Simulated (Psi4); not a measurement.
# SiH4S (SMILES [SiH3]S): a chain of runs, part 2 of 2

Psi4 1.11. Earlier steps stand in the parts before.

### Step 4. The doublet cation: a structure relaxation at UB3LYP/def2-TZVP (density fitting) (run 3)

File job.in:

```
memory 1600 MB

molecule m {
  1 2
  Si    -0.32724198    -0.50300730    -0.83632475
  S      1.72011943    -0.01873474     2.64288781
  H     -3.07849614    -0.14879892    -0.47391686
  H      0.20107631    -3.13259711    -1.61458578
  H      0.55510138     1.27273243    -2.80974685
  H      1.00836731     2.39392773     3.00229482
  units au
  symmetry c1
}

set basis def2-TZVP
set reference uks

optimize('b3lyp')
```

Run with:

```console
$ psi4 job.in job.out -n 1
```

job.out:

```text
Psi4 1.11 release

gradient() will perform analytic gradient computation.

   => Loading Basis Set <=

    Name: DEF2-TZVP
    Role: ORBITAL
    Keyword: BASIS

         ---------------------------------------------------------
                                   SCF
                              UKS Reference
                        1 Threads,   1525 MiB Core
         ---------------------------------------------------------

  ==> Geometry <==

    Molecular point group: c1
    Full point group: C1

    Geometry (in Bohr), charge = 1, multiplicity = 2:

       Center              X                  Y                   Z               Mass
    ------------   -----------------  -----------------  -----------------  -----------------
         SI          -1.023023723212    -0.279761889028    -1.761453461512    27.976926534650
         S            1.024337686788     0.204510670972     1.717759098488    31.972071174400
         H           -3.774277883212     0.074446490972    -1.399045571512     1.007825032230
         H           -0.494705433212    -2.909351699028    -2.539714491512     1.007825032230
         H           -0.140680363212     1.495977840972    -3.734875561512     1.007825032230
         H            0.312585566788     2.617173140972     2.077166108488     1.007825032230

  Running in c1 symmetry.

  Rotational constants: A =      2.21131  B =      0.20759  C =      0.20312 [cm^-1]
  Rotational constants: A =  66293.37759  B =   6223.40710  C =   6089.39807 [MHz]
  Nuclear repulsion =   88.854130220830541

  Charge       = 1
  Multiplicity = 2
  Electrons    = 33
  Nalpha       = 17
  Nbeta        = 16

  ==> Algorithm <==

  SCF Algorithm Type is DF.
  DIIS enabled.
  MOM disabled.
  Fractional occupation disabled.
  Guess Type is SAD.
  Energy threshold   = 1.00e-08
  Density threshold  = 1.00e-08
  Integral threshold = 1.00e-12

  ==> Primary Basis <==

  Basis Set: DEF2-TZVP
    Blend: DEF2-TZVP
    Number of shells: 42
    Number of basis functions: 98
    Number of Cartesian functions: 108
    Spherical Harmonics?: true
    Max angular momentum: 3

  ==> DFT Potential <==

   => LibXC <=

    Version 7.1.2

   => Composite Functional: B3LYP <=

    B3LYP Hyb-GGA Exchange-Correlation Functional

    Deriv               =              1
    GGA                 =           TRUE
    Meta                =          FALSE

    Exchange Hybrid     =           TRUE
    MP2 Hybrid          =          FALSE

   => Exchange Functionals <=

    0.0800   Slater exchange
    0.7200         Becke 88

   => Exact (HF) Exchange <=

    0.2000               HF

   => Correlation Functionals <=

    0.1900   Vosko, Wilk & Nusair (VWN5_RPA)
    0.8100   Lee, Yang & Parr

   => LibXC Density Thresholds  <==

    XC_HYB_GGA_XC_B3LYP:  1.00E-15

   => Molecular Quadrature <=

    Radial Scheme          =       TREUTLER
    Pruning Scheme         =           NONE
    Nuclear Scheme         =       TREUTLER

    Blocking Scheme        =         OCTREE
    BS radius alpha        =              1
    Pruning alpha          =              1
    Radial Points          =             75
    Spherical Points       =            302
    Total Points           =         130324
    Total Blocks           =           1047
    Max Points             =            256
    Max Functions          =             98
    Weights Tolerance      =       1.00E-15

   => Loading Basis Set <=

    Name: (DEF2-TZVP AUX)
    Role: JKFIT
    Keyword: DF_BASIS_SCF

  ==> Integral Setup <==

  DFHelper Memory: AOs need 0.026 GiB; user supplied 0.809 GiB.
  SCF_SUBTYPE=INCORE selected. In-core MEM_DF algorithm will be used.
  Using in-core AOs.

  ==> MemDFJK: Density-Fitted J/K Matrices <==

    J tasked:                   Yes
    K tasked:                   Yes
    wK tasked:                   No
    Memory [MiB]:               828
    Algorithm:                 Core
    Schwarz Cutoff:           1E-12
    Mask sparsity (%):       0.9163
    Fitting Condition:        1E-10

   => Auxiliary Basis Set <=

  Basis Set: (DEF2-TZVP AUX)
    Blend: DEF2-UNIVERSAL-JKFIT
    Number of shells: 100
    Number of basis functions: 328
    Number of Cartesian functions: 390
    Spherical Harmonics?: true
    Max angular momentum: 4

  Cached 100.0% of DFT collocation blocks in 0.308 [GiB].

  Minimum eigenvalue in the overlap matrix is 3.5234517528E-03.
  Reciprocal condition number of the overlap matrix is 7.0829440644E-04.
    Using symmetric orthogonalization.

  ==> Pre-Iterations <==

  SCF Guess: Superposition of Atomic Densities via on-the-fly atomic UHF (no occupation information).

   -------------------------
    Irrep   Nso     Nmo
   -------------------------
     A         98      98
   -------------------------
    Total      98      98
   -------------------------

  ==> Iterations <==

                           Total Energy        Delta E     RMS |[F,P]|

[... 4 lines left out ...]
   @DF-UKS iter   4:  -689.80979183250952   -1.58766e-02   1.33642e-04 ADIIS/DIIS
[... 4 lines left out ...]
   @DF-UKS iter   9:  -689.80998571522798   -6.72349e-08   9.92964e-07 DIIS
[... 4 lines left out ...]
  Energy and wave function converged.
[... 12 lines left out ...]
   @S   Observed:                5.000000000E-01
[... 52 lines left out ...]
    Two-Electron Energy =                 381.4501480335118231
[... 27 lines left out ...]
 Dipole X            :          1.9254695           -2.0300072           -0.1045378
[... 128 lines left out ...]
	Measures of convergence in internal coordinates in au.
[... 149 lines left out ...]
   @DF-UKS iter   0:  -689.80394055826275   -6.89804e+02   9.14412e-04
[... 4 lines left out ...]
   @DF-UKS iter   5:  -689.81571071765950   -2.27381e-06   4.75959e-06 DIIS
[... 4 lines left out ...]
   @DF-UKS iter  10:  -689.81571112397182   -6.82121e-12   1.06118e-08 DIIS
[... 12 lines left out ...]
   @S^2 Observed:                7.551618792E-01
[... 14 lines left out ...]
    Nuclear Repulsion Energy =             87.7526524212505308
[... 4 lines left out ...]
    VV10 Nonlocal Energy =                  0.0000000000000000
[... 70 lines left out ...]
    Weights Tolerance      =       1.00E-15
[... 131 lines left out ...]
    Weights Tolerance      =       1.00E-15
[... 35 lines left out ...]
   @DF-UKS iter   3:  -689.81748550031296   -4.10355e-04   2.89784e-05 DIIS
[... 4 lines left out ...]
   @DF-UKS iter   8:  -689.81749320168865   -1.20406e-09   9.16804e-08 DIIS
[... 12 lines left out ...]
   @S^2 Expected:                7.500000000E-01
[... 11 lines left out ...]
  @DF-UKS Final Energy:  -689.81749320178676
[... 7 lines left out ...]
    Empirical Dispersion Energy =           0.0000000000000000
[... 27 lines left out ...]
 Dipole Z            :          2.3121155           -2.3711075           -0.0589921
[... 102 lines left out ...]
	  Convergence Criteria     1.00e-06 *    3.00e-04 *             o    1.20e-03 *             o
[... 96 lines left out ...]
   @DF-UKS iter   2:  -689.81770457678044   -1.32355e-06   2.88280e-05 DIIS
[... 4 lines left out ...]
   @DF-UKS iter   7:  -689.81771029478148   -2.93767e-10   3.35307e-08 DIIS
[... 12 lines left out ...]
   @S^2 Expected:                7.500000000E-01
[... 11 lines left out ...]
  @DF-UKS Final Energy:  -689.81771029479285
[... 7 lines left out ...]
    Empirical Dispersion Energy =           0.0000000000000000
[... 27 lines left out ...]
 Dipole Z            :          2.3936193           -2.4322282           -0.0386089
[... 102 lines left out ...]
	  Convergence Criteria     1.00e-06 *    3.00e-04 *             o    1.20e-03 *             o
[... 107 lines left out ...]
   @DF-UKS iter   2:  -689.81776723037285   -2.75352e-06   3.94411e-05 DIIS
[... 4 lines left out ...]
   @DF-UKS iter   7:  -689.81777722644006   -4.89536e-10   8.85482e-08 DIIS
[... 12 lines left out ...]
   @S^2 Expected:                7.500000000E-01
[... 11 lines left out ...]
  @DF-UKS Final Energy:  -689.81777722650520
[... 7 lines left out ...]
    Empirical Dispersion Energy =           0.0000000000000000
[... 27 lines left out ...]
 Dipole Z            :          2.3969393           -2.4418232           -0.0448839
[... 102 lines left out ...]
	  Convergence Criteria     1.00e-06 *    3.00e-04 *             o    1.20e-03 *             o
[... 96 lines left out ...]
   @DF-UKS iter   2:  -689.81777878671323   -5.11727e-08   5.29680e-06 DIIS
[... 4 lines left out ...]
   @DF-UKS iter   7:  -689.81777896373762   -1.01181e-11   1.25845e-08 DIIS
[... 12 lines left out ...]
   @S^2 Observed:                7.547747665E-01
[... 52 lines left out ...]
    Nuclear Repulsion Energy =             85.7802720650684449
[... 4 lines left out ...]
    VV10 Nonlocal Energy =                  0.0000000000000000
    Total Energy =                       -689.8177789637385331

  UHF NO Occupations:
  HONO-2 :   15  A 1.9996751
  HONO-1 :   16  A 1.9984879
  HONO-0 :   17  A 1.0000000
  LUNO+0 :   18  A 0.0015121
  LUNO+1 :   19  A 0.0003249
  LUNO+2 :   20  A 0.0003082
  LUNO+3 :   21  A 0.0001782

Computation Completed

Properties will be evaluated at   0.000000,   0.000000,   0.000000 [a0]

Properties computed using the SCF density matrix

 Multipole Moments:

 ------------------------------------------------------------------------------------
     Multipole            Electronic (a.u.)      Nuclear  (a.u.)        Total (a.u.)
 ------------------------------------------------------------------------------------

 L = 1.  Multiply by 2.5417464519 to convert [e a0] to [Debye]
 Dipole X            :          1.6732860           -1.8563572           -0.1830713
 Dipole Y            :         -0.3358277            0.7301960            0.3943683
 Dipole Z            :          2.3984127           -2.4433199           -0.0449072
 Magnitude           :                                                    0.4371020

 ------------------------------------------------------------------------------------

	total time  =         12 seconds =       0.20 minutes

         ------------------------------------------------------------
                                   SCF GRAD
         ------------------------------------------------------------

  ==> Geometry <==

    Molecular point group: c1
    Full point group: C1

    Geometry (in Bohr), charge = 1, multiplicity = 2:

       Center              X                  Y                   Z               Mass
    ------------   -----------------  -----------------  -----------------  -----------------
         SI          -1.068804567070    -0.366613487661    -1.885478270111    27.976926534650
         S            1.053356119320     0.274379553706     1.805345410038    31.972071174400
         H           -3.688548719490     0.146006543622    -1.078000982281     1.007825032230
         H           -0.427233005830    -2.993715747822    -2.485839365146     1.007825032230
         H            0.063238994864     1.613536350676    -3.490251713108     1.007825032230
         H            0.305751526319     2.706884825888     2.121941399885     1.007825032230

  Nuclear repulsion =   85.780272065068445

   => Molecular Quadrature <=

    Radial Scheme          =       TREUTLER
    Pruning Scheme         =           NONE
    Nuclear Scheme         =       TREUTLER

    Blocking Scheme        =         OCTREE
    BS radius alpha        =              1
    Pruning alpha          =              1
    Radial Points          =             75
    Spherical Points       =            302
    Total Points           =         130383
    Total Blocks           =           1038
    Max Points             =            256
    Max Functions          =             98
    Weights Tolerance      =       1.00E-15

  -Total Gradient:
     Atom            X                  Y                   Z
    ------   -----------------  -----------------  -----------------
       1        0.000053488884     0.000016859172     0.000092638040
       2       -0.000030154914    -0.000000291582    -0.000046590344
       3        0.000006428623     0.000003688925    -0.000000920813
       4       -0.000008372884     0.000000544322    -0.000012683909
       5       -0.000004668181    -0.000000698750     0.000005835599
       6       -0.000017214406    -0.000018089981    -0.000037856243

	total time  =          5 seconds =       0.08 minutes

    			-----------------------------------------

    			 OPTKING 3.0: for geometry optimizations

    			        with contributions from

    			-----------------------------------------

	                            ===> Fragment 1 <==

	 Z (Atomic Numbers)          Masses                          Geom
	      14.000000            27.976927         -1.06880457 -0.36661349 -1.88547827
	      16.000000            31.972071          1.05335612  0.27437955  1.80534541
	       1.000000             1.007825         -3.68854872  0.14600654 -1.07800098
	       1.000000             1.007825         -0.42723301 -2.99371575 -2.48583937
	       1.000000             1.007825          0.06323899  1.61353635 -3.49025171
	       1.000000             1.007825          0.30575153  2.70688483  2.12194140

	 - Coordinate -           - BOHR/RAD -       - ANG/DEG -
	 R(1,2)           =         4.305417           2.278329
	 R(1,3)           =         2.788881           1.475812
	 R(1,4)           =         2.770147           1.465899
[... 11 lines of this table left out ...]
	 D(5,1,2,6)       =         1.029381          58.979194

	        --- Internal Coordinate Step in ANG or DEG, aJ/ANG or AJ/DEG ---
	-------------------------------------------------------------------------------
	           Coordinate      Previous         Force          Change          New
	           ----------      --------        ------          ------        ------
	               R(1,2)       2.27833        0.00080        0.00056       2.27889
	               R(1,3)       1.47581        0.00004       -0.00001       1.47580
	               R(1,4)       1.46590        0.00000        0.00000       1.46590
[... 11 lines of this table left out ...]
	           D(5,1,2,6)      58.97919        0.00000        0.01254      58.99173
	-------------------------------------------------------------------------------

	                                 ==> Convergence Check <==

	Measures of convergence in internal coordinates in au.

	Criteria marked as inactive (o), active & met (*), and active & unmet ( ).

	----------------------------------------------------------------------------------------------
	   Step    Total Energy     Delta E     Max Force     RMS Force      Max Disp      RMS Disp
	----------------------------------------------------------------------------------------------
	  Convergence Criteria     1.00e-06 *    3.00e-04 *             o    1.20e-03 *             o
	----------------------------------------------------------------------------------------------
	     6    -689.81777896   -1.74e-06      1.03e-04 *    3.94e-05 o    1.06e-03 *    3.63e-04 o  ~
	----------------------------------------------------------------------------------------------

Next Geometry in Ang
	Fragment 1 (Ang)

	   Si  -0.5658491187  -0.1939481749  -0.9981244497
	    S   0.5574422455   0.1453082474   0.9554487172
	    H  -1.9521844488   0.0770328156  -0.5707628080
	    H  -0.2259802039  -1.5841895039  -1.3152774089
	    H   0.0334090602   0.8537033452  -1.8474177628
	    H   0.1622709809   1.4326107883   1.1237474996

    Final optimized geometry and variables:
    Molecular point group: c1
    Full point group: C1

    Geometry (in Bohr), charge = 1, multiplicity = 2:

    SI          -1.068804567070    -0.366613487661    -1.885478270111
    S            1.053356119320     0.274379553706     1.805345410038
    H           -3.688548719490     0.146006543622    -1.078000982281
    H           -0.427233005830    -2.993715747822    -2.485839365146
    H            0.063238994864     1.613536350676    -3.490251713108
    H            0.305751526319     2.706884825888     2.121941399885

    Psi4 run time: 0:01:41.81

[set-up sections that repeat, and orbital energies of the middle runs, are left out above]
```

The script printed:

```text
Optimizer: Optimization complete!
```

Run time: 1.7 min. Hardware: 1 thread of AMD EPYC 7R43 (Zen 3), shared host; peak memory 0.57 GiB.

The path in brief:

| step | energy from the first frame kept (eV) | largest force (eV/Å) |
| --- | --- | --- |
| 0 | 0.0000 | 2.2320 |
| 1 | -0.1558 | 1.1832 |
| 2 | -0.2043 | 0.3325 |
| 3 | -0.2102 | 0.1665 |
| 4 | -0.2120 | 0.0206 |
| 5 | -0.2121 | 0.0056 |

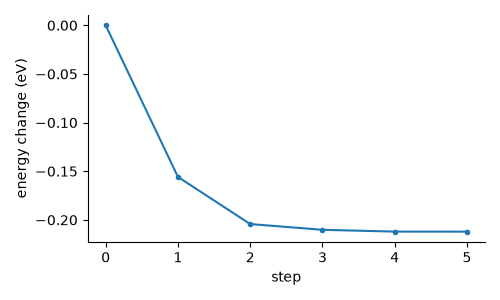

Energy along the run.

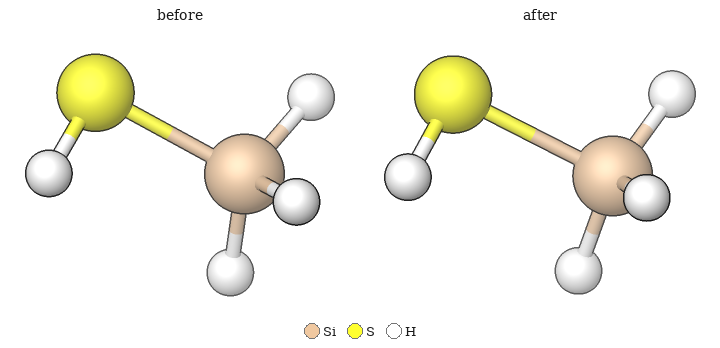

Before and after, at one scale.

After the run. Bond lengths: Si1–S2 2.278 Å, Si1–H3 1.476 Å, Si1–H4 1.466 Å, Si1–H5 1.476 Å, S2–H6 1.357 Å. Angles: Si1–S2–H6 95.9°, S2–Si1–H3 100.8°, S2–Si1–H4 102.3°, S2–Si1–H5 100.8°, H3–Si1–H4 117.0°, H3–Si1–H5 114.7°, H4–Si1–H5 117.0°.

### Step 5. The energy at B3LYP/def2-TZVP (density fitting) (run 4)

File h4ssi.in:

```
memory 1600 mb

molecule molecule1 {
  Si    -0.37302249    -0.58985911    -0.96034937
  S      1.74913806     0.05113410     2.73047473
  H     -2.99276682    -0.07723878    -0.15287317
  H      0.26854898    -3.21696204    -1.56071158
  H      0.75901984     1.39029041    -2.56512369
  H      1.00153406     2.48363870     3.04706999
  units bohr
  symmetry c1
}

set basis def2-TZVP

E = energy("b3lyp")
```

Run with:

```console
$ psi4 -n 1 h4ssi.in h4ssi.out
```

h4ssi.out, cut to the lines that bear on the results:

```text
[...]
  Running in c1 symmetry.
[...]
  Nuclear repulsion =   85.780267645600262
[...]
  Multiplicity = 1
[...]
  Nalpha       = 17
  Nbeta        = 17
[...]
    Number of basis functions: 98
[...]
   @DF-RKS iter   1:  -690.07915029264939   -3.35668e-01   5.17683e-03 ADIIS/DIIS
[...]
   @DF-RKS iter   8:  -690.16219892211222   -1.96608e-08   4.43015e-07 DIIS
[...]
    Orbital Energies [Eh]
    ---------------------
    Doubly Occupied:
       1A    -88.840668     2A    -66.142982     3A     -7.918020
       4A     -5.880685     5A     -5.877653     6A     -5.872952
       7A     -5.303776     8A     -3.663686     9A     -3.660474
      10A     -3.660364    11A     -0.711992    12A     -0.547869
      13A     -0.406595    14A     -0.379976    15A     -0.373265
      16A     -0.308845    17A     -0.247961
[...]
  @DF-RKS Final Energy:  -690.16219892211222
   => Energetics <=
    Nuclear Repulsion Energy =             85.7802676456002615
    One-Electron Energy =               -1124.6887317351179263
    Two-Electron Energy =                 387.5150286124707577
    DFT Exchange-Correlation Energy =     -38.7687634450653107
    Empirical Dispersion Energy =           0.0000000000000000
    VV10 Nonlocal Energy =                  0.0000000000000000
    Total Energy =                       -690.1621989221121112
[...]
 Multipole Moments:
 ------------------------------------------------------------------------------------
     Multipole            Electronic (a.u.)      Nuclear  (a.u.)        Total (a.u.)
 ------------------------------------------------------------------------------------
 L = 1.  Multiply by 2.5417464519 to convert [e a0] to [Debye]
 Dipole X            :          1.3929509           -1.8563576           -0.4634067
 Dipole Y            :         -0.6098768            0.7301953            0.1203184
 Dipole Z            :          1.7956557           -2.4433219           -0.6476662
 Magnitude           :                                                    0.8054153
[...]
```

Run time: 10 s. Hardware: 1 thread of AMD EPYC 7R43 (Zen 3), shared host; peak memory 0.53 GiB.

### Step 6. Results

This closing draws on all 2 parts.

| quantity | value |
| --- | --- |
| run 1, B3LYP/def2-TZVP: total energy at the end | -690.17186 Eh |
| run 1, B3LYP/def2-TZVP: dipole moment | 1.05 D |
| run 1, B3LYP/def2-TZVP: HOMO energy | -7.24 eV |
| run 1, B3LYP/def2-TZVP: LUMO energy | -0.17 eV |
| run 1, B3LYP/def2-TZVP: HOMO–LUMO gap | 7.08 eV |
| doublet cation, run 2: total energy | -689.80999 Eh |
| doublet cation, run 2: HOMO energy (highest over α and β) | -15.33 eV |
| doublet cation, run 2: LUMO energy (lowest over α and β) | -12.42 eV |
| doublet cation, run 2: ⟨S²⟩ | 0.756 |
| doublet cation, run 3: total energy at the end | -689.81778 Eh |
| doublet cation, run 3: HOMO energy (highest over α and β) | -15.29 eV |
| doublet cation, run 3: LUMO energy (lowest over α and β) | -11.97 eV |
| doublet cation, run 3: ⟨S²⟩ | 0.755 |
| run 4, B3LYP/def2-TZVP: total energy | -690.16220 Eh |
| run 4, B3LYP/def2-TZVP: dipole moment | 2.05 D |
| run 4, B3LYP/def2-TZVP: HOMO energy | -6.75 eV |
| run 4, B3LYP/def2-TZVP: LUMO energy | -0.72 eV |
| run 4, B3LYP/def2-TZVP: HOMO–LUMO gap | 6.02 eV |
| adiabatic ionisation energy (to the doublet cation, no zero-point term) | 9.635 eV |

What this shows: The adiabatic ionisation energy (to the doublet cation, no zero-point term) is 9.64 eV (930 kJ/mol). The optimisation (run 1, B3LYP/def2-TZVP) took 4 steps and changed the energy by -0.002 eV. The optimisation (doublet cation, run 3) took 6 steps and changed the energy by -0.212 eV.
